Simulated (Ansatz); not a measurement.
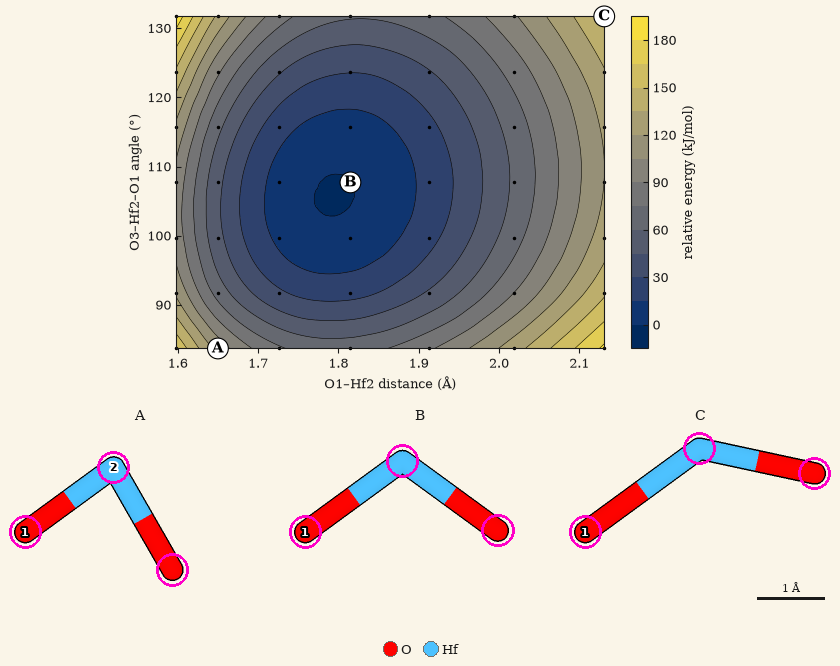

A scan of HfO2: one O–Hf bond length and the O–Hf–O angle are varied on a grid, with the rest of the molecule carried along rigidly. The map is interpolated between the computed points (dots). The lettered frames are marked on it. Style: stick. Shown at a tilt. The ringed atoms are those of the scanned coordinates.

Computed with Ansatz: PBE-D4, basis def2-TZVPP, on geometries moved rigidly from the minimum at PBE0-D4/def2-TZVP. Elements past krypton carry the basis set's effective core potentials. Energies are counted from the PBE0-D4/def2-TZVP minimum geometry at the same level.

> What does the map show?

In pairs of (O1–Hf2 distance (Å); O3–Hf2–O1 angle (°)): the lowest computed point lies at (1.815, 107.7) (−0.1 kJ/mol), the highest at (1.598, 131.7) (189.4 kJ/mol).  Over the ranges scanned the energy rises more along the first axis, one O–Hf bond length. The frames lie at A (1.650, 83.7): 114.8 kJ/mol, B (1.815, 107.7): −0.1 kJ/mol, C (2.131, 131.7): 151.9 kJ/mol.
